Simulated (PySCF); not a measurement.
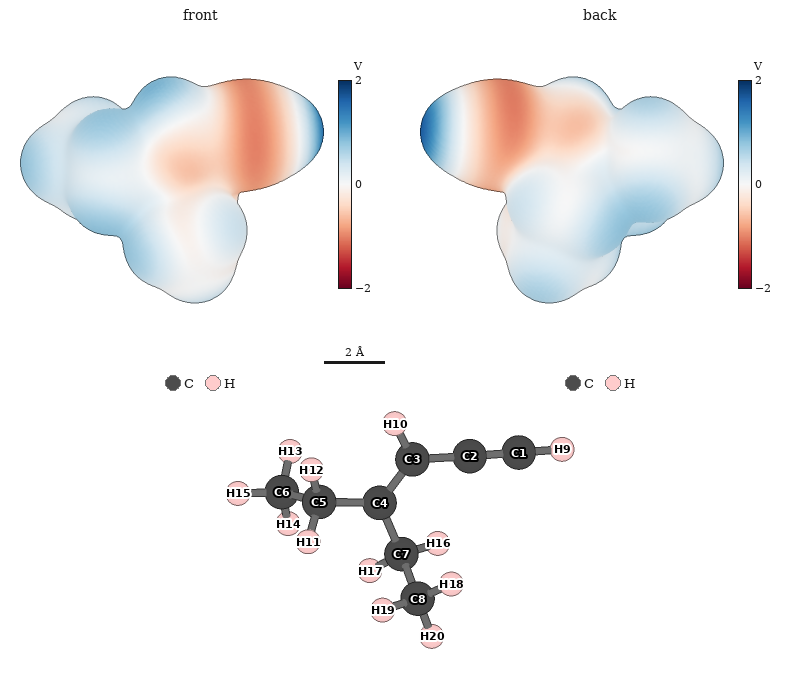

C$_{8}$H$_{12}$ (SMILES C#CC=C(CC)CC). The electrostatic potential painted on the density surface at 0.002 e/bohr³, seen from the front and from behind; the colour scale runs from red (negative) to blue (positive). The bare structure is drawn below in the same view.

Geometry: PBE0-D3(BJ)/ma-def2-SVP.

These are results of PySCF 2.14.0, density-fitted response routines, DFT single point, gas phase, functional wB97X, not measurements.

```xyz
20

C     3.1014   -1.2905   -1.2645
C     2.3779   -0.5367   -0.6414
C     1.5564    0.3588    0.0955
C     0.2129    0.2572    0.2018
C    -0.5712    1.2681    0.9901
C    -1.3320    2.2560    0.1058
C    -0.5551   -0.8675   -0.4336
C    -0.7800   -2.0298    0.5344
H     3.7388   -1.9576   -1.8142
H     2.0720    1.1796    0.6076
H    -1.2889    0.7375    1.6402
H     0.1062    1.8214    1.6593
H    -0.6368    2.8482   -0.5081
H    -2.0254    1.7427   -0.5778
H    -1.9258    2.9530    0.7166
H    -0.0141   -1.2316   -1.3201
H    -1.5298   -0.4908   -0.7854
H     0.1804   -2.4697    0.8418
H    -1.3084   -1.7058    1.4444
H    -1.3824   -2.8218    0.0639
```

Question: Where is the surface potential most negative and most positive?

Answer: The most negative region (about −1.0 V, or −23 kcal/mol for a unit charge) lies over C1 and C2, the most positive (about +1.5 V, or +35 kcal/mol for a unit charge) over H9.

Question: How polar is the molecule by this calculation?

Answer: Its dipole moment is 1.28 D.
